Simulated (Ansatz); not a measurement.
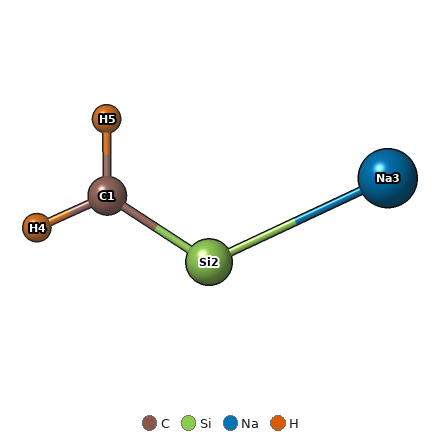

The system is CH₂NaSi, SMILES C=[Si][Na], spin multiplicity 2; the picture shows the reference structure. The first coordinate is: angle H4–C1–Si2; the second: dihedral H4–C1–Si2–Na3. Nothing is relaxed (all other coordinates rigid). Grid: 11 × 12 points; 121 points were computed and 11 follow by symmetry. Points are written as (first, second). Energies are in kJ/mol, from the lowest grid point. Energies and slopes of some neighbouring points disagree (a jump in structure or state, or too coarse a mesh). Method: Ansatz 0.2.0, UKS PBE0-D4/def2-TZVP.

Its coordinates:

```xyz
5

C    -0.5213    0.5753   -0.4189
Si   -0.2983   -1.0315    0.1764
Na    2.0282   -1.8050    1.4976
H    -1.4256    0.8922   -0.9373
H     0.2171    1.3691   -0.3178
```

Range: angle H4–C1–Si2 from 77.8 to 167.8°; dihedral H4–C1–Si2–Na3 from −180 to 150°.

### What will the energy surface look like?

The lowest grid point is at (122.8°, −180°). Other grid points that lie below all their neighbours: (122.8°, 0°) (0.05 kJ/mol higher). The highest grid point, (167.8°, 90°), lies 164 kJ/mol above the lowest.

```csv
"dihedral H4–C1–Si2–Na3 ↓, angle H4–C1–Si2 →",77.8,86.8,95.8,104.8,113.8,122.8,131.8,140.8,149.8,158.8,167.8
150,123,81,48,23,8,3,8,24,51,89,136
120,131,90,57,33,18,14,19,35,62,100,148
90,147,107,74,49,33,27,32,48,76,114,164
60,137,95,61,36,20,14,18,34,60,97,145
30,122,81,48,24,9,3,8,23,49,86,133
0,117,77,45,21,5,0,5,20,46,83,130
−30,122,81,48,24,9,3,8,23,49,86,133
−60,137,95,61,36,20,14,18,34,60,97,145
−90,147,107,74,48,33,27,32,48,76,114,164
−120,131,90,57,33,18,14,19,35,62,100,148
−150,123,81,48,23,8,3,8,24,51,89,136
−180,122,79,45,21,5,0,5,21,48,86,133
```

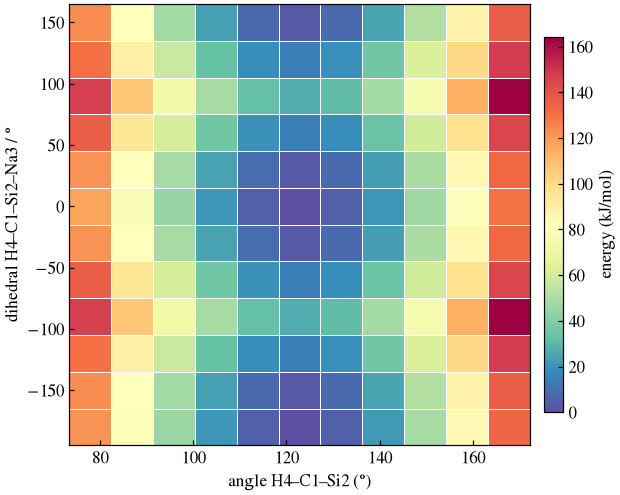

The picture shows one coloured cell a grid point.

The whole map (121 points run) took 13 min on 1 thread of Intel(R) Xeon(R) Platinum 8488C (Sapphire Rapids), with other jobs on the host.
